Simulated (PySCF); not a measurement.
**N2H3 (hydrazinyl radical): UMP2/STO-3G**

Aim: the vertical ionisation energy of N2H3 (hydrazinyl radical) at UMP2/STO-3G, from 2 runs. Input form: a Python script.

The calculation is run with PySCF 2.14.0.

6 further runs of the same task are left out: 6 set aside as unsound or not needed.

### 1 Starting point

N2H3 has 5 atoms, charge 0, and is taken as a doublet. As SMILES, `[NH]N`. Geometry: relaxed at GFN2-xTB. This is one conformer, not always the lowest.

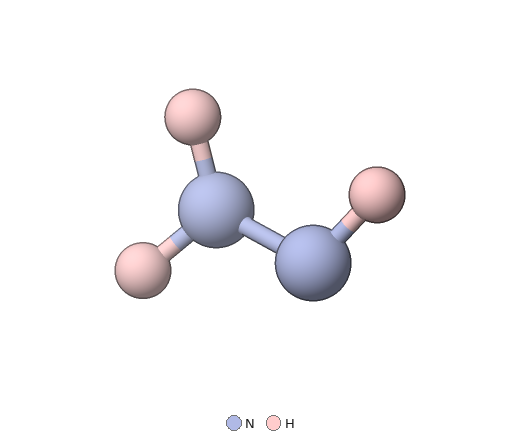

The structure, seen from a chosen angle (nitrogen light blue, hydrogen pink).

### 2 A single-point energy at UMP2/STO-3G

File input.py:

```python
# hydrazinyl radical
from pyscf import gto, scf, mp

molecule = gto.M(
    atom='''
N   -0.174970  -0.805480   0.447260
N   -0.126270   0.251970  -0.365880
H    0.751750  -0.989150   0.831090
H   -1.043070   0.577800  -0.638700
H    0.592550   0.964850  -0.273770
''',
    basis='sto-3g',
    charge=0,
    max_memory=1860,
    spin=1,
    verbose=4,
)

mf = scf.UHF(molecule)
mf.conv_tol = 1e-10
mf.kernel()
if not mf.converged:
    mf = mf.newton().run(mf.mo_coeff, mf.mo_occ)

pt = mp.MP2(mf, frozen=2).run()
energy = pt.e_tot
print(f'total energy: {energy:.8f} hartree')
```

Launch:

```bash
$ OMP_NUM_THREADS=1 python input.py
```

Standard output:

```text
PySCF version 2.14.0

[INPUT] num. atoms = 5
[INPUT] num. electrons = 17
[INPUT] charge = 0
[INPUT] spin (= nelec alpha-beta = 2S) = 1
[INPUT] symmetry False subgroup None
[INPUT] Mole.unit = angstrom
[INPUT] Symbol           X                Y                Z      unit          X                Y                Z       unit  Magmom
[INPUT]  1 N     -0.174970000000  -0.805480000000   0.447260000000 AA   -0.330645380015  -1.522136598815   0.845198906473 Bohr   0.0
[INPUT]  2 N     -0.126270000000   0.251970000000  -0.365880000000 AA   -0.238615717749   0.476154291607  -0.691412994456 Bohr   0.0
[INPUT]  3 H      0.751750000000  -0.989150000000   0.831090000000 AA    1.420601614142  -1.869222596114   1.570532484865 Bohr   0.0
[INPUT]  4 H     -1.043070000000   0.577800000000  -0.638700000000 AA   -1.971116628750   1.091883754774  -1.206968075760 Bohr   0.0
[INPUT]  5 H      0.592550000000   0.964850000000  -0.273770000000 AA    1.119757215111   1.823302251287  -0.517350321122 Bohr   0.0

nuclear repulsion = 36.7009277596312
number of shells = 9
number of NR pGTOs = 39
number of NR cGTOs = 13
basis = sto-3g
ecp = {}

[... 73 lines left out ...]
converged SCF energy = -109.14228376851  <S^2> = 0.75526581  2S+1 = 2.0052589
[... 1 line left out ...]
******** <class 'pyscf.mp.ump2.UMP2'> ********
nocc = (np.int64(7), np.int64(6)), nmo = (11, 11)
frozen orbitals 2
E(UMP2) = -109.218599528132  E_corr = -0.076315759622429
E(SCS-UMP2) = -109.225307322894  E_corr = -0.0830235543839624
E_corr(same-spin) = -0.00987156595725272
E_corr(oppo-spin) = -0.0664441936651763
total energy: -109.21859953 hartree
```

Wall time 0.71 s (1 thread of Arm Neoverse V2, shared host); peak memory 0.11 GiB.

### 3 The singlet cation

File job.py:

```python
from pyscf import gto, mp

mol = gto.M(
    atom=[
    ('N', (-0.174970, -0.805480, 0.447260)),
    ('N', (-0.126270, 0.251970, -0.365880)),
    ('H', (0.751750, -0.989150, 0.831090)),
    ('H', (-1.043070, 0.577800, -0.638700)),
    ('H', (0.592550, 0.964850, -0.273770)),
],
    charge=1,
    spin=0,
    basis='sto-3g',
    max_memory=1860,
    verbose=3,
)

calc0 = mol.RHF()
calc0.conv_tol = 1e-10
calc0.kernel()
if not calc0.converged:
    calc0 = calc0.newton().run(calc0.mo_coeff, calc0.mo_occ)

pt = mp.MP2(calc0, frozen=2).run()
energy = pt.e_tot
print('E = %.10f Eh' % energy)
```

Launch:

```bash
$ OMP_NUM_THREADS=1 python job.py
```

Standard output:

```text
converged SCF energy = -108.900599149479
E(RMP2) = -109.034696999064  E_corr = -0.134097849584931
E(SCS-RMP2) = -109.041984942019  E_corr = -0.141385792539657
E = -109.0346969991 Eh
```

Run time: 0.69 s. Hardware: 1 thread of Arm Neoverse V2, shared host; peak memory 0.12 GiB.

### 4 What came out

Level: UMP2/STO-3G, 2 core orbitals frozen.

```
                                                                quantity          value
                                              doublet N2H3: total energy  -109.21860 Eh
                      doublet N2H3: dipole moment (Hartree–Fock density)         2.12 D
doublet N2H3: HOMO energy (Hartree–Fock orbitals) (highest over α and β)       -7.50 eV
 doublet N2H3: LUMO energy (Hartree–Fock orbitals) (lowest over α and β)        9.61 eV
               doublet N2H3: correlation energy (2 core orbitals frozen)      -76.3 mEh
                         doublet N2H3: ⟨S²⟩ of the reference determinant          0.755
                                            singlet cation: total energy  -109.03470 Eh
                     singlet cation: HOMO energy (Hartree–Fock orbitals)      -21.37 eV
                     singlet cation: LUMO energy (Hartree–Fock orbitals)       -5.08 eV
                   singlet cation: HOMO–LUMO gap (Hartree–Fock orbitals)       16.29 eV
             singlet cation: correlation energy (2 core orbitals frozen)     -134.1 mEh
                      vertical ionisation energy (to the singlet cation)       5.004 eV
```

Removing an electron at fixed nuclei costs 5.00 eV (115 kcal/mol). Only the singlet of the ionised species was computed; a triplet could lie lower. In a minimal basis such a difference can be off by several eV, whatever the method. Mulliken charges (singlet cation) of the mean-field density run from -0.17 on N2 to +0.36 on H4; they depend strongly on the basis.
